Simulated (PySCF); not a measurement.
Consider C6H16NPSi.

Input

```
{"job": {"kind": "nmr", "xc": "PBE0", "basis": "pcSseg-1"}, "charge": 0, "multiplicity": 1}
C      3.029734     1.548789     0.444127
C      2.812272     0.045031     0.524683
C      1.415580    -0.416708     0.202564
Si     1.212584    -2.289128     0.093655
P      0.219740     0.754297    -0.021791
N     -1.223291    -0.158900    -0.192604
C     -1.762126    -0.918966     0.915176
C     -2.231741     0.437958    -1.050310
C     -2.995723     1.608097    -0.431070
H      4.065919     1.795626     0.668281
H      2.387162     2.065699     1.154571
H      2.793442     1.911801    -0.553945
H      3.510658    -0.454831    -0.154497
H      3.068078    -0.299596     1.533736
H      0.072658    -2.662370    -0.739052
H      1.069260    -2.877540     1.434849
H      2.443075    -2.816061    -0.509534
H     -2.245538    -1.823093     0.536534
H     -2.497605    -0.348177     1.491008
H     -0.955136    -1.210044     1.582881
H     -2.932486    -0.352452    -1.340137
H     -1.723557     0.785665    -1.954939
H     -2.291081     2.370828    -0.104222
H     -3.584571     1.286615     0.424412
H     -3.668243     2.041606    -1.166550
```

Launched as:

```sh
OMP_NUM_THREADS=1 python probes_run.py task.json out
```

Geometry: GFN2-xTB.

The calculation used PBE0/pcSseg-1, SCF density, gas phase, non-relativistic (PySCF).

### What can the converged electron density and electron localisation function tell about the bonding?

C–C (1.51 Å): ρ at the midpoint is about 1.7 e/Å³; the ELF peaks at about 0.95 between the atoms: localised, covalent bonding.
C–P (1.69 Å): the density is about 1.4 e/Å³ at the midpoint; the ELF peaks at about 0.90 between the atoms, as expected for a covalent bond.
P–N (1.72 Å): ρ is about 1.3 e/Å³ halfway; the ELF peaks at about 0.90 between the atoms: a shared but strongly polarised pair.
C–Si (1.89 Å): ρ at the midpoint is about 0.91 e/Å³; the ELF peaks at about 0.95 between the atoms: a shared electron pair.

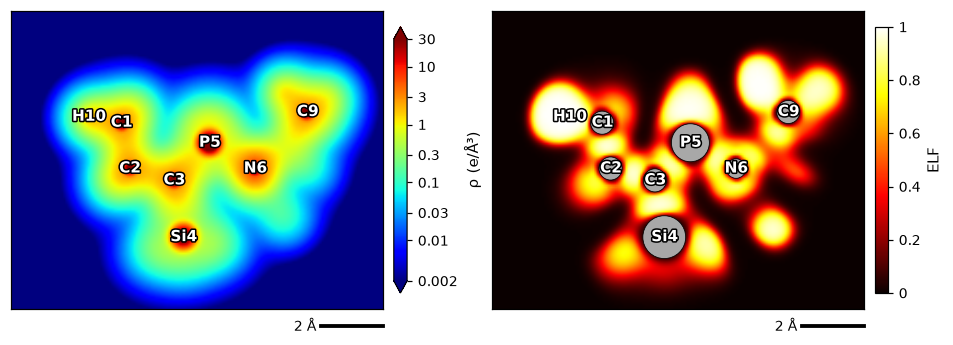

Computed electron density and electron localisation function on the plane of atoms C3, P5 and N6, in this order. Grey discs cover the atomic cores in the ELF map. 
